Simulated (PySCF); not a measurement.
```yaml
atoms:
  - { symbol: Al, position_ang: [0.0377, 0.3493, -0.1147] }
  - { symbol: C, position_ang: [1.9744, 0.0744, -0.3057] }
  - { symbol: C, position_ang: [2.5322, -1.2925, 0.0914] }
  - { symbol: H, position_ang: [2.4871, 0.8786, 0.2556] }
  - { symbol: H, position_ang: [2.2197, 0.2933, -1.3636] }
  - { symbol: H, position_ang: [3.6176, -1.3738, -0.0869] }
  - { symbol: H, position_ang: [2.3675, -1.5063, 1.1601] }
  - { symbol: H, position_ang: [2.0525, -2.1112, -0.4695] }
  - { symbol: C, position_ang: [-0.8259, 2.0794, -0.4294] }
  - { symbol: C, position_ang: [-2.3368, 2.1462, -0.2139] }
  - { symbol: H, position_ang: [-0.5690, 2.3867, -1.4619] }
  - { symbol: H, position_ang: [-0.3104, 2.8267, 0.2043] }
  - { symbol: H, position_ang: [-2.7471, 3.1485, -0.4230] }
  - { symbol: H, position_ang: [-2.8719, 1.4325, -0.8597] }
  - { symbol: H, position_ang: [-2.6111, 1.8917, 0.8220] }
  - { symbol: O, position_ang: [-0.9956, -0.9349, 0.3140] }
  - { symbol: C, position_ang: [-1.0262, -2.2720, 0.6675] }
  - { symbol: H, position_ang: [-0.2437, -2.5382, 1.4034] }
  - { symbol: H, position_ang: [-0.8865, -2.9346, -0.2076] }
  - { symbol: H, position_ang: [-2.0018, -2.5298, 1.1168] }
```

Geometry: PBE0-D3(BJ)/def2-SVP.

Level of theory: PBE0/pcSseg-1 Al:pcSseg-2, SCF density, gas phase, non-relativistic in PySCF 2.14.0.

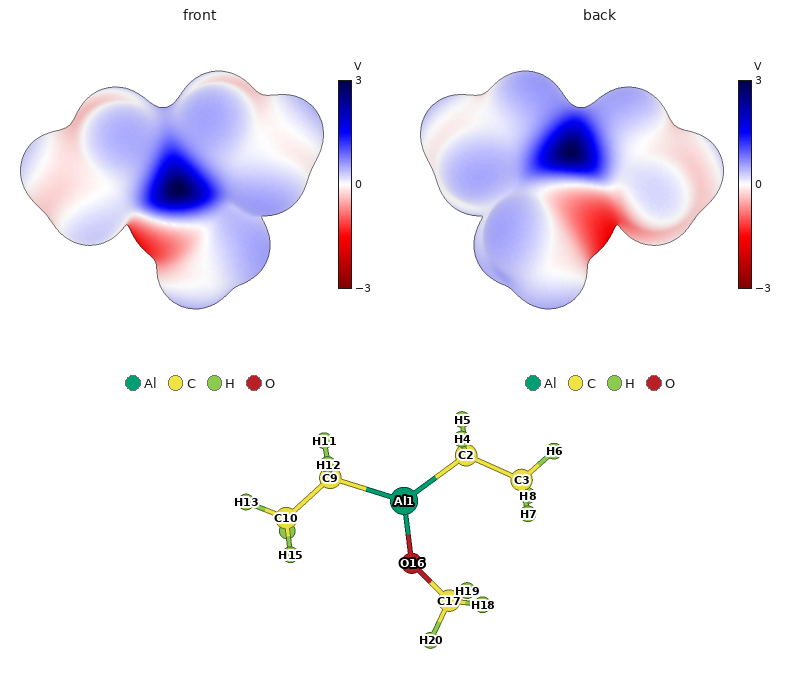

C5H13AlO (AlEt2(OMe)). The electrostatic potential painted on the density surface at 0.002 e/bohr³, seen from the front and from behind; the colour scale runs from red (negative) to blue (positive). The bare structure is drawn below in the same view.

Describe the electrostatic potential map.

The most negative region (about −1.4 V) lies over O16, the most positive (about +2.8 V) over Al1. O16 is the likeliest acceptor of a hydrogen bond.

What dipole moment does the calculation give?

Its dipole moment is 0.88 D.
